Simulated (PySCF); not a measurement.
# SiF₂: structure of the triplet

Where does triplet SiF₂ go from a linear start, is the end point a minimum, and what are its modes, charges and moments?

Computed with PySCF 2.14.0. Level: PBE0, basis Si def2-TZVP, F def2-TZVP, no relativity, density fitting.

## Step 1: The starting structure

3 atoms, charge 0, spin multiplicity 3.

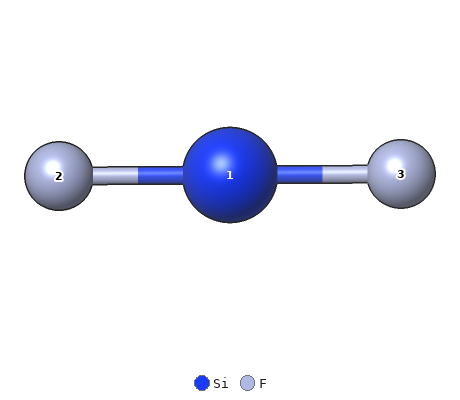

As it starts; silicon blue, fluorine light blue; atoms are numbered from 1 in the order of the file.

```xyz
3
charge 0 multiplicity 3
Si    0.0000    0.0000    0.0000
F     0.0000    0.0000    1.8000
F     0.0000    0.0000   -1.8000
```

## Step 2: First SCF at the start

The steps below are one call of a driver around PySCF. For each, scf.py gives the equivalent set-up of the SCF; relaxations use the driver's own optimiser. After this first run the driver tries any further starts and a stability analysis.

scf.py

```python
from pyscf import gto, scf, dft
mol = gto.M(atom='''
Si     0.000000     0.000000     0.000000
F      0.000000     0.000000     1.800000
F      0.000000     0.000000    -1.800000''',
    basis={'Si': 'def2-TZVP', 'F': 'def2-TZVP'},
    charge=0, spin=2)
mf = dft.UKS(mol, xc='PBE0')
mf.grids.atom_grid = (50, 194)
aux = {'Si': 'def2-universal-JKFIT', 'F': 'def2-universal-JKFIT'}
mf = mf.density_fit(auxbasis=aux)
mf.conv_tol = 1e-08
mf.diis_space = 10
mf.max_cycle = 60
mf.init_guess = 'minao'
mf.verbose = 4
mf.kernel()
```

On the command line:

```console
$ OMP_NUM_THREADS=4 python axn.py task.json out
```

Standard output:

```text
init E= -488.827459319046
[... the frontier-level lines of each cycle are left out ...]
cycle= 1 E= -488.768705907985  delta_E= 0.0588  |g|= 0.567  |ddm|= 1.26
cycle= 2 E= -488.266249735731  delta_E= 0.502  |g|= 1.35  |ddm|= 1.03
cycle= 3 E= -488.895657934837  delta_E= -0.629  |g|= 0.0312  |ddm|= 0.647
cycle= 4 E= -488.896016392974  delta_E= -0.000358  |g|= 0.0145  |ddm|= 0.0378
cycle= 5 E= -488.896077256417  delta_E= -6.09e-05  |g|= 0.00234  |ddm|= 0.0136
cycle= 6 E= -488.896081964524  delta_E= -4.71e-06  |g|= 0.000699  |ddm|= 0.00341
cycle= 7 E= -488.896082421514  delta_E= -4.57e-07  |g|= 0.000226  |ddm|= 0.00109
cycle= 8 E= -488.896082469626  delta_E= -4.81e-08  |g|= 4.27e-05  |ddm|= 0.000391
cycle= 9 E= -488.896082471489  delta_E= -1.86e-09  |g|= 7.92e-06  |ddm|= 7.92e-05
Extra cycle  E= -488.896082471657  delta_E= -1.68e-10  |g|= 6.48e-06  |ddm|= 2.91e-05
converged SCF energy = -488.896082471657  <S^2> = 2.0063671  2S+1 = 3.0042418
```

This step, with its further starts and checks, took 7.4 s on 4 threads of Arm Neoverse V1, shared host.

Energies from each starting density:

```csv
start,energy (Eh)
the minimal-basis guess,-488.896082
a thermally smeared density,-488.896081
a smeared PBE density,-488.896083
```

No lower solution of this spin turned up from the other starts or in the test of internal stability.

## Step 3: Relaxing the triplet from the linear start

The program finds D∞h symmetry in the start, which this walk keeps. Threshold on the gradient: 0.0003 Eh/bohr, with a further test on the energy change.

Edit scf.py of step 2 so:

```diff
@@ -15 +14,0 @@
-mf.init_guess = 'minao'
```

Steps of the walk:

```csv
step,energy (Eh),change (kJ/mol),largest symmetric gradient (Eh/bohr)
0,-488.896082,0.00,0.05793
1,-488.917954,-57.42,0.01463
2,-488.918394,-58.58,0.01105
3,-488.918785,-59.60,0.00086
4,-488.918787,-59.61,0.00005
```

The walk took 6.5 s.

Positions (Å) and forces (eV/Å) along the way:

```
step 0
Si   0.000   0.000   0.000   0.000   0.000   0.000
F    0.000   0.000   1.800   0.000   0.000  -2.979
F    0.000   0.000  -1.800   0.000   0.000   2.979
step 1
Si   0.000   0.000   0.000   0.000   0.000   0.000
F    0.000   0.000   1.654   0.000   0.000  -0.752
F    0.000   0.000  -1.654   0.000   0.000   0.752
step 2
Si   0.000   0.000   0.000   0.000   0.000   0.000
F    0.000   0.000   1.606   0.000   0.000   0.568
F    0.000   0.000  -1.606   0.000   0.000  -0.568
step 3
Si   0.000   0.000   0.000   0.000   0.000   0.000
F    0.000   0.000   1.626   0.000   0.000  -0.044
F    0.000   0.000  -1.626   0.000   0.000   0.044
step 4
Si   0.000   0.000   0.000   0.000   0.000   0.000
F    0.000   0.000   1.625   0.000   0.000  -0.002
F    0.000   0.000  -1.625   0.000   0.000   0.002
```

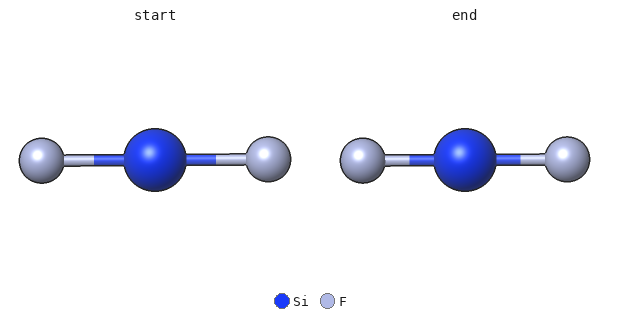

The geometry along the walk, at one scale.

It settles in D∞h symmetry, 59.6 kJ/mol below the start, after 4 steps: Si–F 1.625 Å (×2); F–Si–F 180.0°.

## Step 4: Vibrations and properties at this point

The point is checked on the finer grid, and tightened if its gradient asks for it. The Hessian and the dipole derivatives come from central differences of analytic gradients, with steps of 0.02 bohr.

Edit scf.py of step 3 so:

```diff
@@ -4,2 +4,2 @@
-F      0.000000     0.000000     1.800000
-F      0.000000     0.000000    -1.800000''',
+F      0.000000     0.000000     1.624846
+F     -0.000000    -0.000000    -1.624846''',
@@ -9 +9 @@
-mf.grids.atom_grid = (50, 194)
+mf.grids.atom_grid = (75, 302)
@@ -12 +12 @@
-mf.conv_tol = 1e-08
+mf.conv_tol = 1e-10
```

This SCF starts from the last density.

Log of the central SCF (cycles and frontier levels):

```text
init E= -488.918723327297
[... the frontier-level lines of each cycle are left out ...]
cycle= 1 E= -488.918723327306  delta_E= -8.98e-12  |g|= 8.59e-07  |ddm|= 7.75e-06
Extra cycle  E= -488.918723327315  delta_E= -8.87e-12  |g|= 1e-06  |ddm|= 7.75e-06
converged SCF energy = -488.918723327315  <S^2> = 2.0044927  2S+1 = 3.0029936
```

The whole step took 25 s.

Geometry: D∞h; Si–F 1.625 Å (×2); F–Si–F 180.0°.

Modes, for the most abundant isotopes:

```tsv
ω (cm⁻¹)	IR (km/mol)	type
317i	1.0	bend
340	42.3	bend
630	0.0	stretch
925	259	stretch
```

1 mode is imaginary, the largest at 317i cm⁻¹: a saddle point, not a minimum.

Here the density breaks the symmetry of the frame, and no labels are given; pairs that should be degenerate can split.

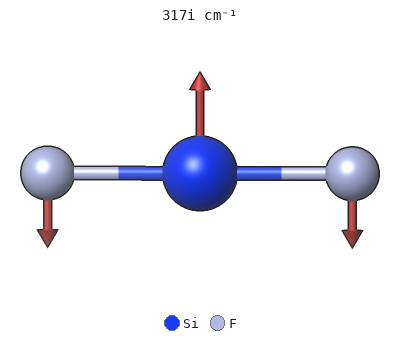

The imaginary mode, as arrows.

Constants and moments:

```yaml
Dipole_moment: 0.00 D
Highest_occupied_level: -5.14 eV
Lowest_empty_level: -4.19 eV
Rotational_constants: 0.168 cm⁻¹
Zero-point_energy_real_modes: 11.3 kJ/mol
Principal_polarisabilities: 22.6, 27.8, 29.2 bohr³
Atomisation_energy_without_zero-point_energy: 832 kJ/mol
Principal_traceless_quadrupole_moments_about_the_centre_of_mass: -5.48, -0.42, 5.90 D Å
Spin_squared_⟨S²⟩: 2.004
```

Populations by atom (charges in e):

```csv
atom,Mulliken,Löwdin,polar tensor,spin (Mulliken),Mayer order to Si1
Si1,0.44,0.05,0.92,1.78,–
"F2,3",-0.22,-0.03,-0.46,0.11,1.13
```

Outer orbital energies (eV). α occupied: -16.51, -14.96, -13.48, -13.32, -13.10, -12.92, -8.52, -5.14; empty: -3.04, 2.32, 4.27, 4.41. β occupied: -33.53, -33.35, -15.42, -14.14, -13.12, -12.85, -12.80, -12.56; empty: -4.19, -1.38, -0.55, 2.79.

Mulliken populations on Si1: s 5.32, p 7.73, d 0.41, f 0.10.

## Step 5: Downhill along the imaginary mode

The start is the last point, displaced along its most imaginary mode.

The program finds C2v symmetry in the start, which this walk keeps.

Edit scf.py of step 4 so:

```diff
@@ -3,3 +3,3 @@
-Si     0.000000     0.000000     0.000000
-F      0.000000     0.000000     1.624846
-F     -0.000000    -0.000000    -1.624846''',
+Si     0.113889     0.037807    -0.000000
+F     -0.083856    -0.027837     1.624846
+F     -0.083856    -0.027837    -1.624846''',
@@ -9 +9 @@
-mf.grids.atom_grid = (75, 302)
+mf.grids.atom_grid = (50, 194)
@@ -12 +12 @@
-mf.conv_tol = 1e-10
+mf.conv_tol = 1e-08
```

Energy and gradient, step by step:

```csv
step,energy (Eh),change (kJ/mol),largest symmetric gradient (Eh/bohr)
0,-488.922708,0.00,0.01617
1,-488.930352,-20.07,0.02139
2,-488.939433,-43.91,0.02341
3,-488.944773,-57.93,0.04763
4,-488.951404,-75.34,0.00605
5,-488.952091,-77.14,0.00264
6,-488.952124,-77.23,0.00088
7,-488.952126,-77.24,0.00003
```

The walk took 9.7 s.

Positions (Å) and forces (eV/Å) along the way:

```
step 0
Si   0.114   0.038   0.000   0.832   0.275   0.000
F   -0.084  -0.028   1.625  -0.416  -0.138  -0.541
F   -0.084  -0.028  -1.625  -0.416  -0.138   0.541
step 1
Si   0.213   0.071   0.000   1.101   0.362   0.000
F   -0.134  -0.044   1.586  -0.550  -0.181  -0.550
F   -0.134  -0.044  -1.586  -0.550  -0.181   0.550
step 4
Si   0.495   0.164   0.000   0.141   0.033   0.000
F   -0.275  -0.091   1.385  -0.070  -0.016  -0.311
F   -0.275  -0.091  -1.385  -0.070  -0.016   0.311
step 7
Si   0.535   0.178   0.000   0.006  -0.012   0.000
F   -0.294  -0.098   1.338  -0.003   0.006   0.001
F   -0.294  -0.098  -1.338  -0.003   0.006  -0.001
```

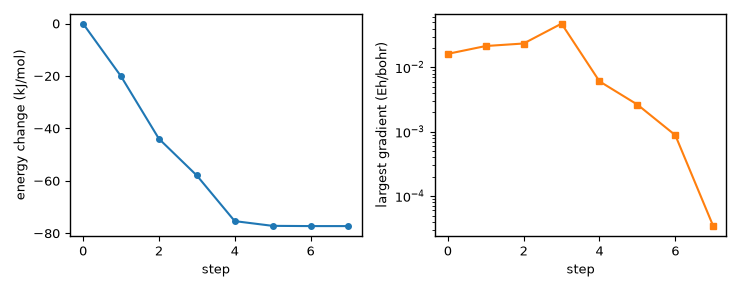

Energy and largest gradient along the walk.

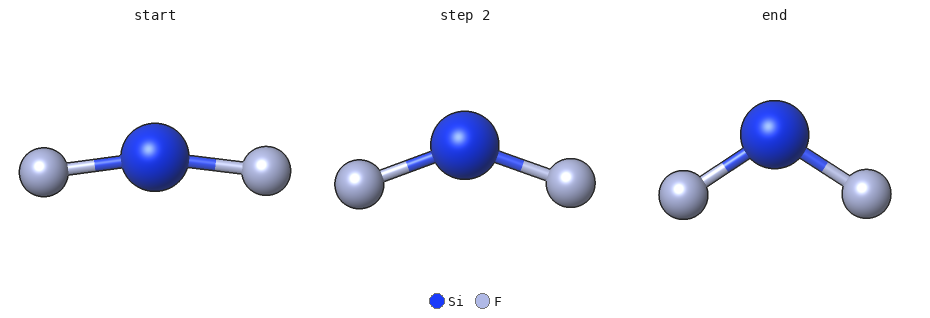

The geometry along the walk, at one scale.

After 7 steps and 77.2 kJ/mol it ends at C2v: Si–F 1.598 Å (×2); F–Si–F 113.7°.

## Step 6: Vibrations and properties at this point

As before: finer grid, then central differences.

Edit scf.py of step 5 so:

```diff
@@ -3,3 +3,3 @@
-Si     0.113889     0.037807    -0.000000
-F     -0.083856    -0.027837     1.624846
-F     -0.083856    -0.027837    -1.624846''',
+Si     0.478051     0.158697    -0.000000
+F     -0.351940    -0.116833     1.336941
+F     -0.351940    -0.116833    -1.336941''',
@@ -9 +9 @@
-mf.grids.atom_grid = (50, 194)
+mf.grids.atom_grid = (75, 302)
@@ -12 +12 @@
-mf.conv_tol = 1e-08
+mf.conv_tol = 1e-10
```

Log of the central SCF (cycles and frontier levels):

```text
init E= -488.952019930407
[... the frontier-level lines of each cycle are left out ...]
cycle= 1 E= -488.952019930408  delta_E= -1.14e-12  |g|= 6.57e-07  |ddm|= 9.12e-07
Extra cycle  E= -488.952019930408  delta_E= -2.27e-13  |g|= 9.67e-07  |ddm|= 8.31e-07
converged SCF energy = -488.952019930408  <S^2> = 2.0015046  2S+1 = 3.0010029
```

The whole step took 20 s on 4 threads of Arm Neoverse V1, shared host.

Geometry: C2v; Si–F 1.598 Å (×2); F–Si–F 113.6°.

Modes, for the most abundant isotopes:

```tsv
symmetry	ω (cm⁻¹)	IR (km/mol)	μ (u)	type
a1	266	13.1	20.74	bend
a1	831	71.2	21.13	stretch
b2	947	156	22.52	stretch
```

No imaginary mode, so this is a minimum.

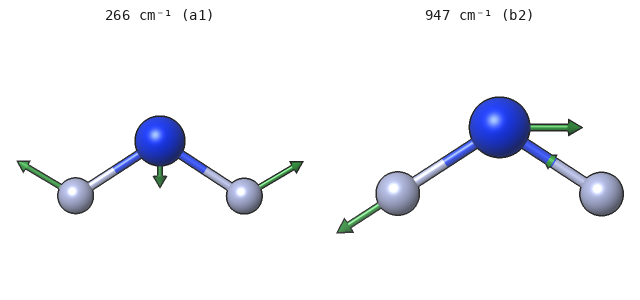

Displacements of 2 of the modes, as arrows (one member where a mode is degenerate).

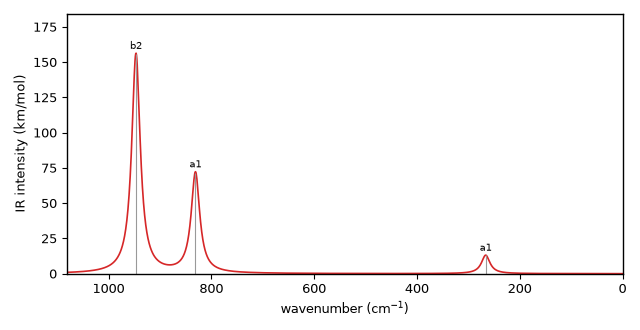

The harmonic infrared spectrum (widths in cm⁻¹). Lines are broadened to a width of 20 cm⁻¹ (Lorentzian).

Constants and moments:

```yaml
Dipole_moment: 1.29 D
Highest_occupied_level: -5.15 eV
Lowest_empty_level: -4.80 eV
Rotational_constants: 1.368, 0.2482, 0.2101 cm⁻¹
Zero-point_energy: 12.2 kJ/mol
Principal_polarisabilities: 23.3, 25.6, 26.2 bohr³
Atomisation_energy_without_zero-point_energy: 919 kJ/mol
Principal_traceless_quadrupole_moments_about_the_centre_of_mass: -2.62, -0.35, 2.97 D Å
Entropy_at_298.15_K_and_1_bar_electronic_part_spin_only: 267.2 J/(mol K)
Heat_capacity_Cp_at_298.15_K: 44.9 J/(mol K)
Enthalpy_at_298.15_K_above_0_K: 11.44 kJ/mol
Rotational_symmetry_number: 2
Spin_squared_⟨S²⟩: 2.002
```

Populations by atom (charges in e):

```tsv
atom	Mulliken	Löwdin	polar tensor	spin (Mulliken)	Mayer order to Si1
Si1	0.51	-0.01	0.98	1.83	–
F2,3	-0.26	0.01	-0.49	0.08	1.14
```

Outer orbital energies (eV). α occupied: -16.55, -14.81, -13.73, -13.73, -13.10, -12.73, -9.83, -5.15; empty: 0.08, 0.13, 4.15, 4.52. β occupied: -33.95, -33.57, -15.80, -14.27, -13.42, -13.19, -12.66, -12.59; empty: -4.80, -0.53, 1.34, 1.36.

Mulliken populations on Si1: s 5.15, p 7.83, d 0.41, f 0.09.

## Step 7: All stationary points

| spin | group | bonds | imaginary modes (cm⁻¹) | ΔE (kJ/mol) | with zero-point energy |
| --- | --- | --- | --- | --- | --- |
| triplet | C2v | Si–F 1.598 Å (×2) | none | 0.0 | 0.0 |
| triplet | D∞h (density of lower symmetry) | Si–F 1.625 Å (×2) | 317i | 87.4 | – |

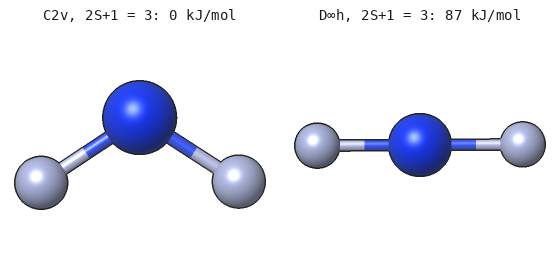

The points, lowest first (silicon blue, fluorine light blue).

## Step 8: Outcome

| quantity | value |
| --- | --- |
| minimum | triplet, C2v |
| geometry | Si–F 1.598 Å (×2); F–Si–F 113.6° |
| wavenumbers (cm⁻¹) | 266 (a1), 831 (a1), 947 (b2) |
| dipole moment | 1.29 D |
| highest occupied, lowest empty level (either spin) | -5.15, -4.80 eV |
| polar-tensor charge of Si1 | +0.98 e |
| zero-point energy | 12.2 kJ/mol |
| entropy at 298.15 K | 267.2 J/(mol K) |
| atomisation energy (no zero-point energy) | 919 kJ/mol |
| ⟨S²⟩ | 2.002 |

From D∞h at the start the molecule goes to a C2v minimum, after a stop at a saddle point 87.4 kJ/mol higher, from which it was pushed off along an imaginary mode. The strongest infrared band lies at 947 cm⁻¹ (b2, stretch). Most of the spin sits on Si1 (Mulliken spin 1.83, against 2 for the whole molecule). Other starts or spin states, not run here, may lie lower.

The search up to here took 69 s.
